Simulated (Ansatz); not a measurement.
C$_{2}$H$_{3}$Cl$_{2}$In (SMILES C=[CH][In]([Cl])[Cl])

Input

```
crystal:
  periodic: [false, false, false]
  atoms:
    - {symbol: C, position_ang: [-0.219531, -0.992745, 1.166595]}
    - {symbol: C, position_ang: [0.310311, 0.160762, 0.775744]}
    - {symbol: In, position_ang: [0.099168, 0.803128, -1.219625]}
    - {symbol: Cl, position_ang: [-1.070161, -0.523450, -2.727739]}
    - {symbol: Cl, position_ang: [0.917957, 2.753797, -2.160059]}
    - {symbol: H, position_ang: [-0.121653, -1.342115, 2.192325]}
    - {symbol: H, position_ang: [-0.772305, -1.641650, 0.493455]}
    - {symbol: H, position_ang: [0.856204, 0.782273, 1.479312]}
basis:
  gaussian: {orbitals: def2-TZVPP}
hamiltonian: {xc: pbe0, dispersion: d4}
output: {orbitals: {seedname: orbitals}}
```

Launched as:

```sh
ansatz run in.yaml --threads 2 --pin off --events-out ev --progress --plain --max-ram 32768MiB --backend cpu
```

Geometry: PBE0-D4/def2-TZVP; core potentials replace the inner electrons of In.

Theory: RKS PBE0-D4/def2-TZVPP (Ansatz 0.2.0).

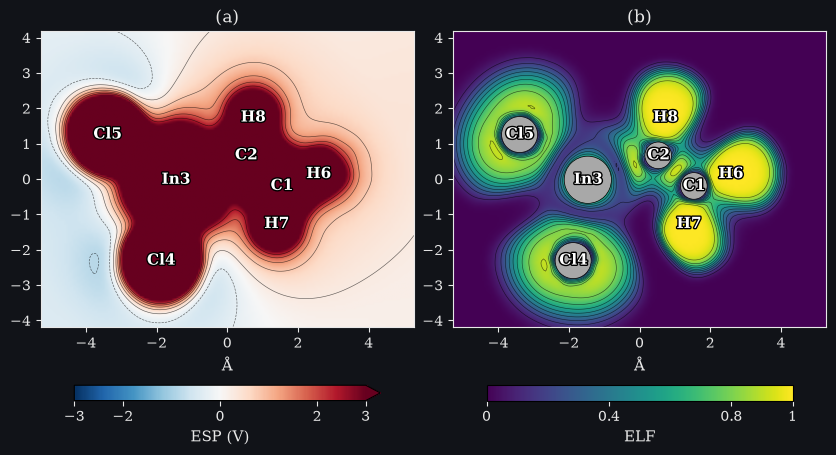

Figure 1. (a) molecular electrostatic potential; (b) electron localisation function on the molecular plane. Grey discs cover the atomic cores in the ELF map.

Interpret the plot.

The section cuts through C, In, Cl and H sites. C–C (1.33 Å): the ELF peaks at about 0.95 between the atoms: a multiple bond. C–In (2.11 Å): the ELF peaks at about 0.90 in the valence shell of C, 0.7 Å from its nucleus, and drops to about 0.20 between the two atoms. In–Cl (2.32 Å): the ELF peaks at about 0.80 in the valence shell of Cl, 0.8 Å from its nucleus, and drops to about 0.15 between the two atoms. C–H (1.09 Å): the ELF climbs to about 1 towards the hydrogen, as it does in any bond to H: a covalent bond by its length. The ELF also peaks beside Cl4 and Cl5, away from the bonds: lone-pair regions. Outside the dense part of the molecule the potential is most negative (−0.8 V) near Cl4.

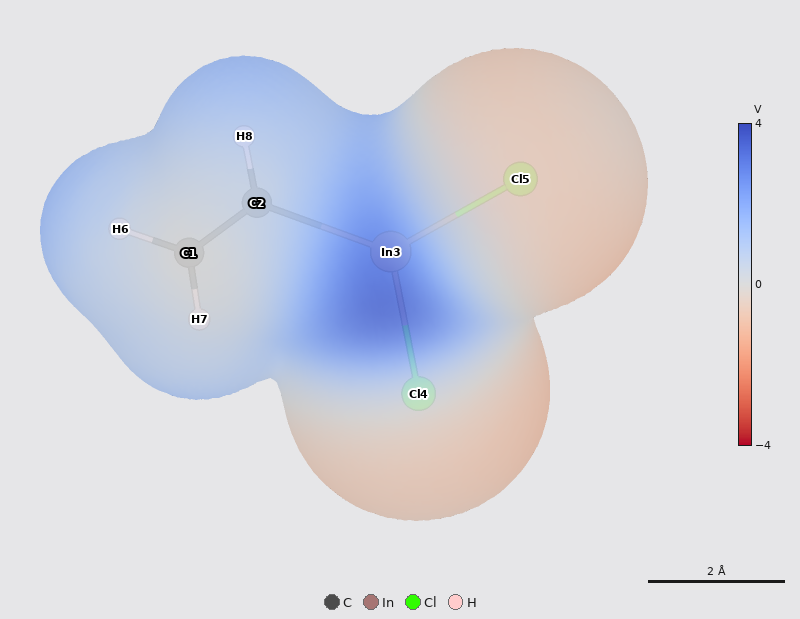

Figure 2. The electrostatic potential painted on the density surface at 0.002 e/bohr³, seen at a tilt; red is negative and blue positive.

Describe the electrostatic potential map.

The most negative region (about −0.8 V) lies over Cl4 and Cl5, the most positive (about +3.2 V) over In3.

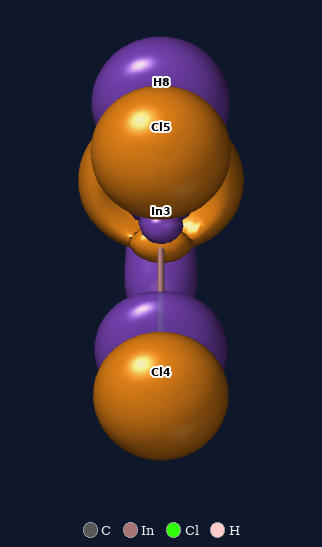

Figure 3. One frontier orbital at ±0.1 Å⁻³ᐟ² (orange and purple are the two phases), seen at an oblique angle.

Which orbital is it: HOMO or LUMO?

The HOMO, at −8.53 eV. By Hirshfeld shares it lies mainly on Cl5 (about 30 %), Cl4 (about 25 %), C2 (about 20 %) and In3 (about 15 %); it is symmetric in the molecular plane (an in-plane orbital: σ, lone-pair or in-plane π type).
